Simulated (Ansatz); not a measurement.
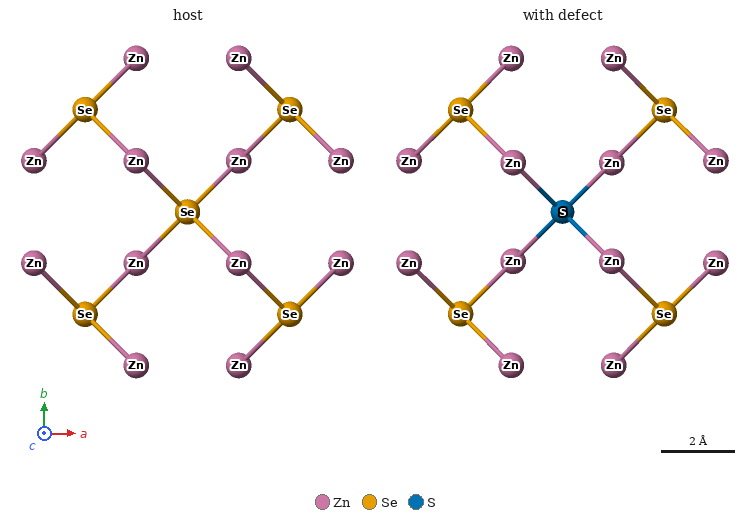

Left: perfect ZnSe. Right: the same region with one point defect, after relaxing the atoms in a supercell of 54 sites. The picture is a ball-and-stick view of the atoms within 5.4 Å of one point, in a slice 5.0 Å thick across the line of sight, seen along the c axis.

These are results of DFT, PBE, plane-wave PAW, default files, scalar-relativistic, frozen cores (Ansatz), not measurements. Set-up: plane-wave cutoff 420 eV; k-point mesh 3 × 3 × 3; occupations fermi dirac; smearing width 0.01 eV; no spin polarisation. The axes drawn are those of the host's conventional cell.

Which defect is it?

A selenium atom is replaced by sulfur.

The charge state of the cell is 0.

What does the relaxation do around it?

In the host the Se atom has 4 Zn at 2.45 Å; the S atom ends with 4 Zn at 2.37 Å. Of the host's atoms, a zinc atom moves furthest from its site, by 0.09 Å. Relaxing the atoms from the host's sites lowers the energy by 0.10 eV.
